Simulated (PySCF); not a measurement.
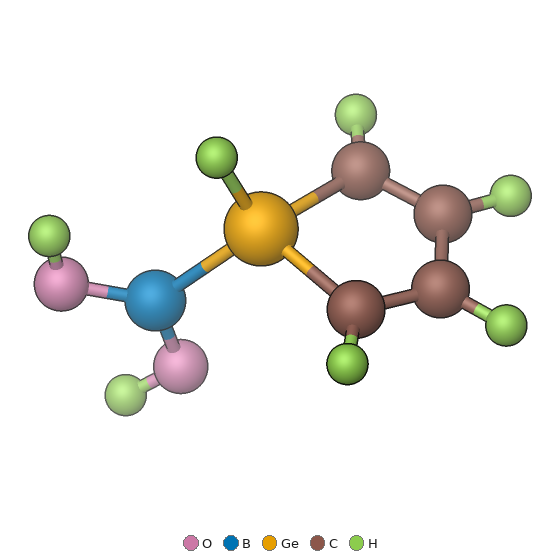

Geometry used (C₄H₇BGeO₂, SMILES O[B](O)[GeH]1[CH]=CC=[CH]1, singlet).

Vertical TDDFT excitations, ωB97X-D/def2-SVPD in PySCF 2.14.0, at a PBE0-D3(BJ)/def2-SVP geometry (no frequency check), gas phase.

What does its absorption spectrum look like?

The lowest singlet lies at 4.61 eV (269 nm, f = 0.055); the brightest of the first 10 is S6 at 6.57 eV (189 nm), f = 0.077, mainly HOMO−3 → LUMO (68 %) (S5 lies within 0.06 eV, too close to order). No singlet lies below 3.1 eV (beyond 400 nm), so at this level no vertical transition falls in the visible.


| state | E (eV) | λ (nm) | f | main character |
| --- | --- | --- | --- | --- |
| S1 | 4.61 | 269 | 0.055 | HOMO → LUMO (96 %) |
| S2 | 5.67 | 219 | 0.000 | HOMO−2 → LUMO (97 %) |
| S3 | 5.79 | 214 | 0.014 | HOMO → LUMO+1 (72 %) |
| S4 | 5.87 | 211 | 0.029 | HOMO−1 → LUMO (71 %) |
| S5 | 6.53 | 190 | 0.033 | HOMO−1 → LUMO+1 (73 %) |
| S6 | 6.57 | 189 | 0.077 | HOMO−3 → LUMO (68 %) |
| S7 | 6.66 | 186 | 0.000 | HOMO → LUMO+4 (52 %) |
| S8 | 7.02 | 177 | 0.000 | HOMO → LUMO+2 (38 %) |
| S9 | 7.36 | 168 | 0.027 | HOMO−1 → LUMO+2 (38 %) |
| S10 | 7.41 | 167 | 0.030 | HOMO−1 → LUMO+2 (28 %) |

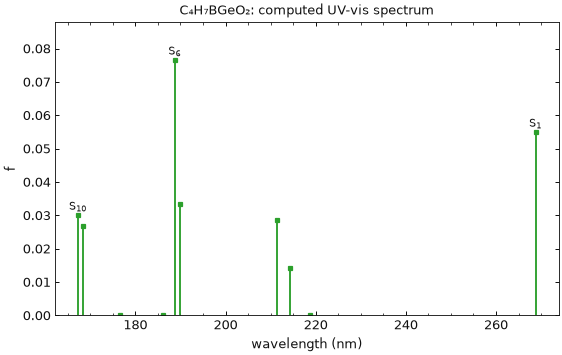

The lowest 10 singlet states are shown.

Note: one conformer of a flexible molecule; core orbitals are frozen in the response.
